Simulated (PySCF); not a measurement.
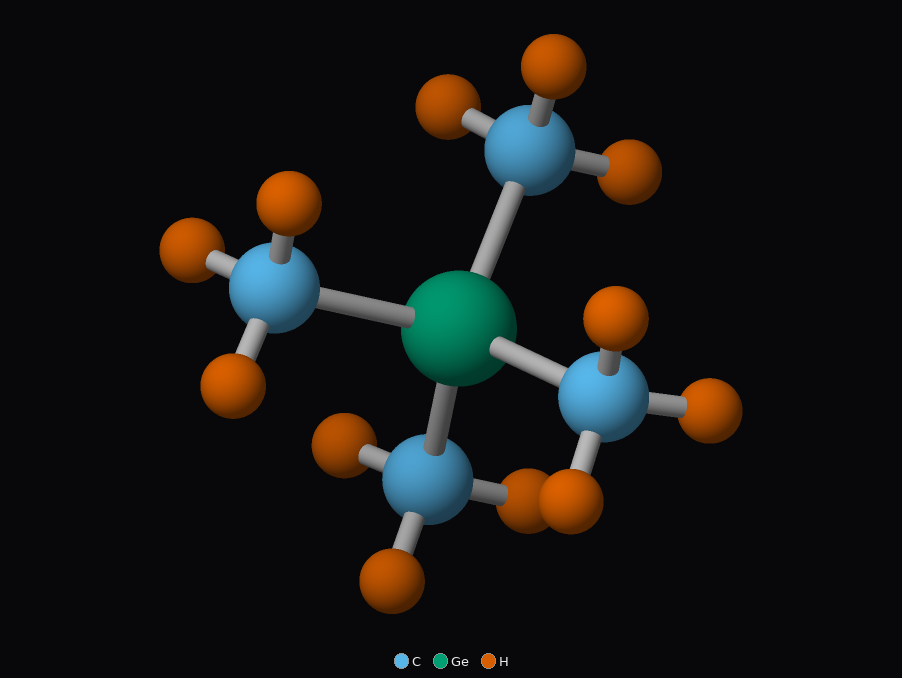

Computed geometry: PBE0-D3(BJ)/def2-TZVP optimisation. No frequency run is at hand to confirm it as a minimum.

Draw it as a skeletal formula.

SMILES: [CH3][Ge]([CH3])([CH3])[CH3]

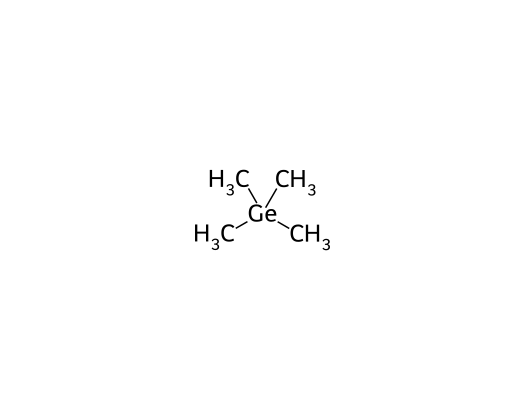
